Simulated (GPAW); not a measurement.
# Run report: C2H4B (charge −1), property calculation

System: C2H4B, charge −1, SMILES [BH3-]C#C.
Method: PBE/plane waves, scalar-relativistic datasets (GPAW 26.7.0).

The geometry comes from this level: GFN2-xTB.

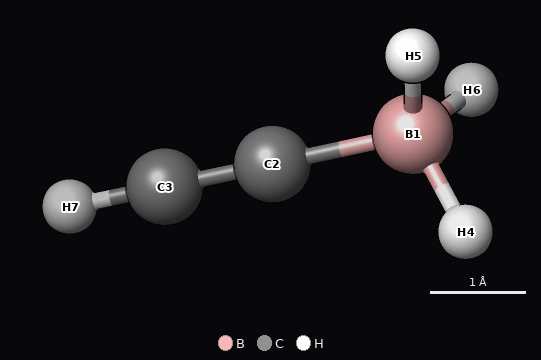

Figure 1. The input geometry (ball-and-stick view, seen at a tilt; atoms are numbered from 1 in the order of the input). Bond lengths as drawn: B–C 1.57 Å, B–H 1.23 Å, C–C 1.21 Å and C–H 1.06 Å.

### The input (c2h4b.py)
```python
from ase.io import read
from gpaw import GPAW, PW

# Structure
mol = read('c2h4b.xyz')
mol.center(vacuum=5.5)

# Ground state
calculator = GPAW(mode=PW(450), xc='PBE', charge=-1, maxiter=100, txt='-')
mol.calc = calculator

energy = mol.get_potential_energy()
print(f'Energy = {energy:.5f} eV')
forces = mol.get_forces()
print('Forces (eV/Ang)')
for symbol, f in zip(mol.symbols, forces):
    print(f'{symbol:2} {f[0]:9.4f} {f[1]:9.4f} {f[2]:9.4f}')
homo, lumo = calculator.get_homo_lumo()
print(f'HOMO = {homo:.3f} eV')
print(f'LUMO = {lumo:.3f} eV')
print(f'Gap                     {lumo - homo:.3f} eV')
```

### File c2h4b.xyz
```
7

B     -0.762590     0.586710    -0.252460
C      0.441630    -0.346170     0.145280
C      1.367110    -1.053930     0.452870
H     -1.743190    -0.103170    -0.531940
H     -0.449000     1.267510    -1.228590
H     -1.037060     1.326040     0.692310
H      2.183100    -1.676990     0.722530
```

Launched with:
```bash
OMP_NUM_THREADS=1 python c2h4b.py
```

### The program's output
```
__  _  _
 | _ |_)|_||  |
 |__||  | ||/\| - 26.7.0

units:  Angstrom and eV
cores:  1
OpenMP: False

Versions:
  Python: 3.12.14
  ASE:    3.29.0
  Numpy:  2.5.5
  Scipy:  1.18.1
  Libxc:  7.0.0

        _gpaw.cpython-312-aarch64-linux-gnu.so

Input parameters:
  mode=PW(ecut=450.00000000000006),
  charge=-1,
  maxiter=100,
  xc=XC(name='PBE')

Diagonalizing LCAO Hamiltonian
Converting LCAO to pw mode
          .------------------------------------.
         /|                                    |
        / |                                    |
       /  |                                    |
      /   |                                    |
     /    |                                    |
    /     |                                    |
   /      |                                    |
  /       |                                    |
 *        |                                    |
 |        |           H                        |
 |        |                                    |
 |        |           B C C H                  |
 |        |        H   H                       |
 |        |                                    |
 |        |                                    |
 |        .------------------------------------.
 |       /                                    /
 |      /                                    /
 |     /                                    /
 |    /                                    /
 |   /                                    /
 |  /                                    /
 | /                                    /
 |/                                    /
 *------------------------------------*

Atoms  # Å, Bohr magnetons
|   | symbol |        x |        y |        z |    initial magnetic moments |
|---|--------|----------|----------|----------|-----------------------------|
| 0 |      B | 6.480600 | 7.763700 | 6.476130 | ( 0.0000,  0.0000,  0.0000) |
| 1 |      C | 7.684820 | 6.830820 | 6.873870 | ( 0.0000,  0.0000,  0.0000) |
| 2 |      C | 8.610300 | 6.123060 | 7.181460 | ( 0.0000,  0.0000,  0.0000) |
| 3 |      H | 5.500000 | 7.073820 | 6.196650 | ( 0.0000,  0.0000,  0.0000) |
| 4 |      H | 6.794190 | 8.444500 | 5.500000 | ( 0.0000,  0.0000,  0.0000) |
| 5 |      H | 6.206130 | 8.503030 | 7.420900 | ( 0.0000,  0.0000,  0.0000) |
| 6 |      H | 9.426290 | 5.500000 | 7.451120 | ( 0.0000,  0.0000,  0.0000) |

Unit cell  # Å
| periodic |         x |         y |         z |   lengths |    angles |
|----------|-----------|-----------|-----------|-----------|-----------|
|       no | 14.926290 |  0.000000 |  0.000000 | 14.926290 | 90.000000 |
|       no |  0.000000 | 14.003030 |  0.000000 | 14.003030 | 90.000000 |
|       no |  0.000000 |  0.000000 | 12.951120 | 12.951120 | 90.000000 |

Number of symmetries: 1
Symmetry operations  # r_c * U_cc + t_c -> r_c
|   | kind |            matrix            |
|---|------|------------------------------|
| 0 |  E   |  1, 0, 0,  0, 1, 0,  0, 0, 1 |

BZ-sampling:
  Number of BZ points: 1
  Number of IBZ points: 1

  Monkhorst-Pack size: [1, 1, 1]
  Monkhorst-Pack shift: [0, 0, 0]

K-points  # in reciprocal-cell coordinates
|   |                                coordinates |     weight |
|---|--------------------------------------------|------------|
| 0 | (  0.00000000,   0.00000000,   0.00000000) | 1.00000000 |

Plane wave coefficients: 29336
Cutoff: 450.00000000000006 eV

Spin-components: 1 (collinear spins)
Bands:           14
Projectors:      27
Spin-degeneracy: 2
Datatype:        float64

  Storage: CPU
  Wave functions: 6_571_264 bytes (6_571_264 per core)
  Projectors: 13_611_904 bytes (13_611_904 per core)

Parallelization:
  kpt:    1
  domain: 1
  band:   1

Density:
  Valence electrons: 15.0
  Components: 1
  Grid points: [75 70 64]
  Charge: -1.0  # |e|

Potential:
  Grid points: [75 70 64]

species:
  B:
    name:    Boron
    Z:       5.0
    valence: 3
    core:    2
    charge:  0.0  # [|e|]
    file:    B.PBE.gz
    compensation charges:
      type: gauss
      rc: 0.20  # [Å]
      lmax: 2
    cutoffs:
      filter: 1.14  # [Å]
      core: 1.38  # [Å]
    projectors
    | kind |    occ | energy [eV] | rcut [Å] |
    |------|--------|-------------|----------|
    |   2s |  2.000 |      -9.443 |    0.635 |
    |   2p |  1.000 |      -3.606 |    0.635 |
    |    s |        |      17.768 |    0.635 |
    |    p |        |      23.605 |    0.635 |
    |    d |        |       0.000 |    0.635 |

    Using partial waves for B as LCAO basis

  C:
    name:    Carbon
    Z:       6.0
    valence: 4
    core:    2
    charge:  0.0  # [|e|]
    file:    C.PBE.gz
    compensation charges:
      type: gauss
      rc: 0.20  # [Å]
      lmax: 2
    cutoffs:
      filter: 1.14  # [Å]
      core: 1.14  # [Å]
    projectors
    | kind |    occ | energy [eV] | rcut [Å] |
    |------|--------|-------------|----------|
    |   2s |  2.000 |     -13.751 |    0.635 |
    |   2p |  2.000 |      -5.284 |    0.635 |
    |    s |        |      13.461 |    0.635 |
    |    p |        |      21.927 |    0.635 |
    |    d |        |       0.000 |    0.635 |

    Using partial waves for C as LCAO basis

  H:
    name:    Hydrogen
    Z:       1.0
    valence: 1
    core:    0
    charge:  0.0  # [|e|]
    file:    H.PBE.gz
    compensation charges:
      type: gauss
      rc: 0.15  # [Å]
      lmax: 2
    cutoffs:
      filter: 0.85  # [Å]
      core: 0.53  # [Å]
    projectors
    | kind |    occ | energy [eV] | rcut [Å] |
    |------|--------|-------------|----------|
    |   1s |  1.000 |      -6.494 |    0.476 |
    |    s |        |      20.717 |    0.476 |
    |    p |        |       0.000 |    0.476 |

    Using partial waves for H as LCAO basis

Reference energy: -2774.706447  # eV

eigensolver:
  PPCG
  Converge bands: occupied
  niter=2

density mixing:
  MSR1-Mixer
  Pratt-step length: 0.05
  Maximum mixing coefficient: 0.75
  Old densities: 10
  SVD Regularization: 0.005
  Good broyden scale: 1.0
  Trust region scale: 1.0
  Backstep threshold: 4.0
  History deletion threshold: 6.0
  Fourier metric: weight=20.0, sigma=0.015

occupation numbers:
  # Zero width

poisson solver:
  ecut: 3600.0000000000005  # eV
  # using Gaussian-shaped compensation charge: e^(-alpha r^2)
  alpha: 0.07688352642221638   # bohr^-2
xc functional:
  name: PBE with 2 nearest neighbor stencil

Initialization done in: 1.839 s

convergence criteria:
- Maximum [total energy] change in last 3 cyles: 0.0005 eV / valence electron
- Maximum integral of absolute [dens]ity change: 0.0001 electrons / valence electron
- Maximum integral of absolute [eigenst]ate change: 4e-08 eV^2 / valence electron
maximum number of iterations: 100

SCF iterations
|iter     |     time |      energy | eigst |  dens |
|---------|----------|-------------|-------|-------|
|iter:   1| 00:00:02 |  -40.049002 | +0.59 |       |
|iter:   2| 00:00:04 |  -39.741746 | -1.10 | -0.66 |
|iter:   3| 00:00:05 |  -38.053378 | -0.47 | -0.69 |
|iter:   4| 00:00:07 |  -37.922064 | -1.20 | -1.23 |
|iter:   5| 00:00:08 |  -37.917904 | -2.23 | -1.59 |
|iter:   6| 00:00:10 |  -37.919157c| -3.51 | -1.96 |
|iter:   7| 00:00:12 |  -37.919389c| -4.42 | -2.39 |
|iter:   8| 00:00:13 |  -37.919398c| -5.11 | -2.98 |
|iter:   9| 00:00:15 |  -37.919398c| -5.88 | -3.50 |
|iter:  10| 00:00:17 |  -37.919398c| -6.67 | -3.98 |
|iter:  11| 00:00:18 |  -37.919398c| -8.03c| -4.54c|

Converged in 11 steps
SCF loop duration: 16.976 s (1.543 s/step)
Energy contributions relative to reference atoms: (reference = -2774.706447)

Energy contributions:
  Kinetic:          39.120456
  Coulomb:         -38.500751
  Zero:              0.013277
  External:          0.000000
  Xc:              -38.552380
  Entropy:           0.000000
  Spinorbit:         0.000000
  ----------------------------
  Free energy:     -37.919398
  Extrapolated:    -37.919398

dipole moment: (-6.906561, -7.434209, -6.621417)  # |e|*Ang

Fermi level: 0.634
Eigenvalues  # (at kpt = [0.000, 0.000, 0.000])
| band index |      eig [eV] | occ [0-2] |
|------------|---------------|-----------|
|          0 |       -12.668 |     2.000 |
|          1 |        -8.156 |     2.000 |
|          2 |        -6.585 |     2.000 |
|          3 |        -2.699 |     2.000 |
|          4 |        -2.237 |     2.000 |
|          5 |        -2.234 |     2.000 |
|          6 |        -0.567 |     2.000 |
|          7 |        -0.566 |     2.000 |
|          8 |         1.833 |     0.000 |
|          9 |         2.575 |     0.000 |
|         10 |         2.592 |     0.000 |
|         11 |         2.658 |     0.000 |
|         12 |         2.674 |     0.000 |
|         13 |         2.771 |     0.000 |

Gap: 2.399 eV
Transition (v -> c):
  (s=0, k=0, n=7, [0.00, 0.00, 0.00]) -> (s=0, k=0, n=8, [0.00, 0.00, 0.00])
No difference between direct/indirect transitions
vacuum-level: 1.768  # V
Energy = -37.91940 eV

Forces  # eV/Ang
|        x |        y |        z |
|----------|----------|----------|
|  0.15521 | -0.13803 |  0.04664 |  # B    0
| -1.79853 |  1.39986 | -0.59234 |  # C    1
|  1.55827 | -1.20316 |  0.52069 |  # C    2
| -0.12987 | -0.01870 | -0.03794 |  # H    3
| -0.02137 |  0.09697 | -0.10018 |  # H    4
| -0.07447 |  0.10487 |  0.07011 |  # H    5
|  0.30013 | -0.23252 |  0.09681 |  # H    6

Force computation time: 0.988  # s
Forces (eV/Ang)
B     0.1552   -0.1380    0.0466
C    -1.7985    1.3999   -0.5923
C     1.5583   -1.2032    0.5207
H    -0.1299   -0.0187   -0.0379
H    -0.0214    0.0970   -0.1002
H    -0.0745    0.1049    0.0701
H     0.3001   -0.2325    0.0968
HOMO = -0.566 eV
LUMO = 1.833 eV
Gap                     2.399 eV
```

### Results in brief

- outcome: converged
- energy relative to the program's reference atoms: −37.9194 eV
- largest force: 2.355 eV/Å
- hardware: 1 thread of Arm Neoverse V1, 24 GiB of memory available, shared host
- wall time: 20 s
- peak memory: 0.72 GiB
